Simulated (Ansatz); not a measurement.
A series of calculations on Cu16NO

**1. Relaxation**

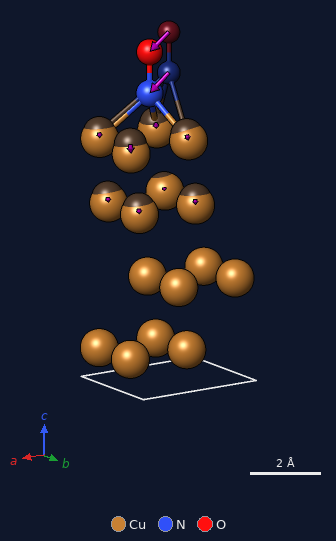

A constrained relaxation of a slab of composition Cu16NO. The starting structure is drawn faded, the final one solid; purple arrows show the displacements, at their true length.

The picture is a ball-and-stick view of the cell of the calculation, outlined in the plane, without the vacuum (origin shifted), seen from a free direction.

It is NO on Cu(111), set down by a guess. The run prepares the start of a later molecular dynamics calculation, from a guessed geometry. 4 atoms are held fixed.

Method: Ansatz, DFT PBEsol, scalar-relativistic, plane waves, PAW. Settings: plane-wave cutoff 420 eV; k-point mesh 3 × 3 × 1; occupations fermi dirac; smearing width 0.1 eV; no spin polarisation; atoms relaxed in a fixed cell; force threshold 0.08 eV/Å; at most 25 steps.

What did the optimiser do to the structure, and how much energy did it gain?

The N atom moves most: 0.82 Å at 46° to the normal (−c side). Largest moves by element: N 0.82 Å, O 0.81 Å, Cu 0.28 Å. The cell stays as it was. Some distances before and after: Cu–N 2.693 → 1.969 Å, Cu–N 2.079 → 1.940 Å, Cu–Cu 2.553 → 2.461 Å, Cu–Cu 2.553 → 2.621 Å. Among the angles between lasting bonds that change: Cu–N–O 142.1° → 129.8°, Cu–N–Cu 75.7° → 85.0°. Over 5 accepted moves (6 points after the start) the energy falls by 0.595 eV per cell of the calculation. The largest force component goes from 1.1 to 0.075 eV/Å. 1 step only repeated the SCF at the same geometry. Cost: 62 s on 4 threads of Intel(R) Xeon(R) Platinum 8175M CPU @ 2.50GHz (Skylake/Cascade Lake), on a shared host, peak memory 1.6 GiB.

Limits of the set-up: the cell has an odd number of electrons but was run without spin polarisation; the k-point mesh is coarse for a cell with partly filled bands; the program's low-accuracy preset was used; the periodic images lie only 5.1 Å apart, so the values are limited by the cell's size.

**2. Dynamics**

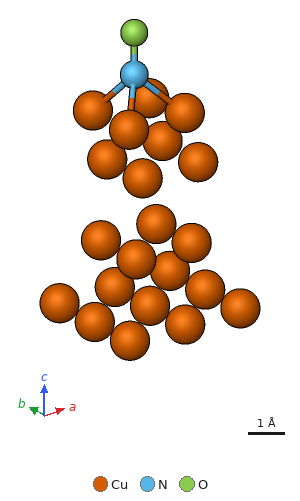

Starting frame of a dynamics run of NO on Cu(111) (18 atoms in the cell). A ball-and-stick model of the simulation cell, with the vacuum cut short, seen slightly off an axis. Bonds to atoms that aren't drawn are left out.

Theory: Ansatz, DFT PBEsol, scalar-relativistic, plane waves, PAW.

Input file:
```yaml
accuracy: low
crystal:
  lattice:
    - [5.105311, 0.0, 0.0]
    - [2.552655, 4.421329, 0.0]
    - [0.0, 0.0, 17.252703]
  atoms:
    - { symbol: Cu, position: [0.0, 0.0, 0.0579619] }
    - { symbol: Cu, position: [0.5, 0.0, 0.0579619] }
    - { symbol: Cu, position: [0.0, 0.5, 0.0579619] }
    - { symbol: Cu, position: [0.5, 0.5, 0.0579619] }
    - { symbol: Cu, position: [0.16448268, 0.16775648, 0.17422554] }
    - { symbol: Cu, position: [0.66483009, 0.16667647, 0.17469858] }
    - { symbol: Cu, position: [0.1635052, 0.66824475, 0.17475134] }
    - { symbol: Cu, position: [0.66483102, 0.66849138, 0.17469885] }
    - { symbol: Cu, position: [-0.16907402, 0.33453501, 0.2897452] }
    - { symbol: Cu, position: [0.32788165, 0.33432859, 0.29000689] }
    - { symbol: Cu, position: [-0.17139812, 0.83570111, 0.29370169] }
    - { symbol: Cu, position: [0.32788149, 0.83778091, 0.29000647] }
    - { symbol: Cu, position: [-0.00983401, -0.00176598, 0.41012335] }
    - { symbol: Cu, position: [0.49727168, 0.00135944, 0.41063181] }
    - { symbol: Cu, position: [-0.00983216, 0.5115955, 0.41012084] }
    - { symbol: Cu, position: [0.49424503, 0.50287245, 0.40394773] }
    - { symbol: "N", position: [0.15044064, 0.17477662, 0.48217596] }
    - { symbol: O, position: [0.15016053, 0.17496414, 0.55194291] }
basis:
  ecutwfc: 420.0
kpoints:
  mp_grid: { grid: [3, 3, 1] }
hamiltonian:
  xc: pbesol
scf:
  occupations: { method: fermi_dirac, width: 0.1 }
  lower_state_search: "off"
md:
  timestep: 1.5
  n_steps: 160
  ensemble: nvt_langevin
  temperature: 500.0
  initial_velocities: maxwell_boltzmann
  seed: 103911
  friction: 0.01
  constraints: [{ sites: [0, 1, 2, 3] }]
```

Command:
```bash
ansatz run input.yaml --threads 4 --pin off --max-ram 10240MiB --backend cpu --events-out ev --progress --plain --runs-dir out
```

Q: What does the trajectory do?

A: The mean temperature in the second half is 532 K (standard deviation 98 K). The potential energy is still drifting at the end, so the run hasn't reached equilibrium. The potential energy in the second half lies on average 63.3 meV per atom above the first frame. Root-mean-square distances from the starting positions over the second half, with the common drift of all atoms taken out: N 0.35 Å, O 0.26 Å, Cu 0.25 Å. Against the typical shortest distance between atoms in the first frame, about 2.5 Å these are wide excursions, but the first-neighbour bonds of the start all hold: the network flexes, or its layers or units shift against each other, without breaking.

Along the run (each row but the first and the last is the mean over the interval that it begins):

```csv
time (fs),potential energy (meV/atom),T (K)
0.0,0.0,500
39.0,53.1,413
78.0,57.9,436
117.0,57.5,425
156.0,64.6,597
195.0,65.1,576
234.0,74.1,488
```

The paths of the atoms, magnified 2 times:

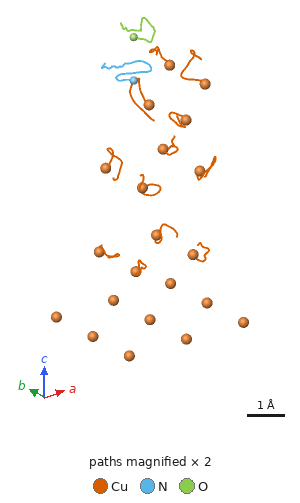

Limits of the set-up: the cell has an odd number of electrons but was run without spin polarisation; the k-point mesh is coarse for a cell with partly filled bands; the program's low-accuracy preset was used; the periodic images lie only 5.1 Å apart, so the values are limited by the cell's size.

**3. Dynamics**

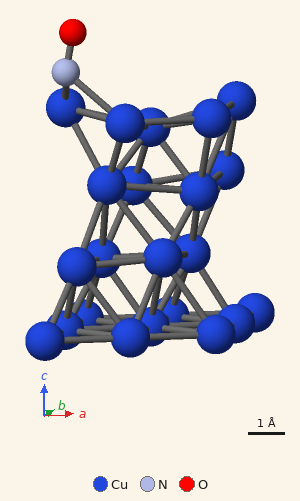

Starting frame of a dynamics run of NO on Cu(111) (18 atoms in the cell). It starts from the last geometry of an earlier run, with fresh velocities. The picture is a ball-and-stick view of the simulation cell, with the vacuum cut short, seen slightly off an axis. Bonds to atoms that aren't drawn are left out.

Method: DFT PBEsol, scalar-relativistic, plane waves, PAW in Ansatz 0.2.0.

Input file:
```yaml
accuracy: low
crystal:
  lattice:
    - [5.105311, 0.0, 0.0]
    - [2.552655, 4.421329, 0.0]
    - [0.0, 0.0, 17.252703]
  atoms:
    - { symbol: Cu, position: [0.0, 0.0, 0.0579619] }
    - { symbol: Cu, position: [0.5, 0.0, 0.0579619] }
    - { symbol: Cu, position: [0.0, 0.5, 0.0579619] }
    - { symbol: Cu, position: [0.5, 0.5, 0.0579619] }
    - { symbol: Cu, position: [0.15347678, 0.14589655, 0.17477878] }
    - { symbol: Cu, position: [0.6600063, 0.129955, 0.18458324] }
    - { symbol: Cu, position: [0.18549292, 0.6364579, 0.17090811] }
    - { symbol: Cu, position: [0.71498829, 0.60779622, 0.17429754] }
    - { symbol: Cu, position: [-0.16822953, 0.30519964, 0.28707493] }
    - { symbol: Cu, position: [0.29485392, 0.29576337, 0.30385813] }
    - { symbol: Cu, position: [-0.13427041, 0.81455669, 0.30377554] }
    - { symbol: Cu, position: [0.33386641, 0.79320267, 0.28477813] }
    - { symbol: Cu, position: [-0.03621227, 0.04718929, 0.41678997] }
    - { symbol: Cu, position: [0.46573168, 0.01305885, 0.41516923] }
    - { symbol: Cu, position: [-0.00392004, 0.54520042, 0.42745766] }
    - { symbol: Cu, position: [0.50750905, 0.48694978, 0.39133153] }
    - { symbol: "N", position: [0.06699417, 0.23946421, 0.49673691] }
    - { symbol: O, position: [0.11545358, 0.20737121, 0.56340399] }
basis:
  ecutwfc: 420.0
kpoints:
  mp_grid: { grid: [3, 3, 1] }
hamiltonian:
  xc: pbesol
scf:
  occupations: { method: fermi_dirac, width: 0.1 }
  lower_state_search: "off"
  max_iter: 82
md:
  timestep: 1
  n_steps: 200
  ensemble: nvt_langevin
  temperature: 750.0
  initial_velocities: maxwell_boltzmann
  seed: 477283
  friction: 0.5
  constraints: [{ sites: [0, 1, 2, 3] }]
```

Run as
```bash
ansatz run input.yaml --threads 4 --pin off --max-ram 10240MiB --backend cpu --events-out ev --progress --plain --runs-dir out
```

Question: Predict how the run goes.

Answer: The mean temperature in the second half is 778 K (standard deviation 164 K). The potential energy in the second half lies on average 28.3 meV per atom above the first frame. Root-mean-square distances from the starting positions over the second half, with the common drift of all atoms taken out: N 0.29 Å, O 0.26 Å, Cu 0.12 Å. That is small against the typical shortest distance between atoms in the first frame, about 2.3 Å: the atoms vibrate about their sites and the arrangement holds. The friction is so strong that the slow modes are overdamped, and the motion no longer resembles free dynamics.

Along the run (each row but the first and the last is the mean over the interval that it begins):

| time (fs) | potential energy (meV/atom) | T (K) |
| --- | --- | --- |
| 0.0 | 0.0 | 750 |
| 25.0 | 5.9 | 695 |
| 50.0 | 1.4 | 659 |
| 75.0 | 6.7 | 740 |
| 100.0 | 24.9 | 790 |
| 125.0 | 29.3 | 675 |
| 150.0 | 37.2 | 798 |
| 175.0 | 22.5 | 831 |
| 200.0 | 13.6 | 1180 |

The paths of the atoms, magnified 2 times:

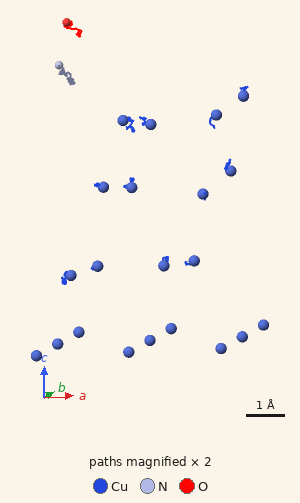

Limits of the set-up: the cell has an odd number of electrons but was run without spin polarisation; the k-point mesh is coarse for a cell with partly filled bands; the program's low-accuracy preset was used; the periodic images lie only 5.1 Å apart, so the values are limited by the cell's size.
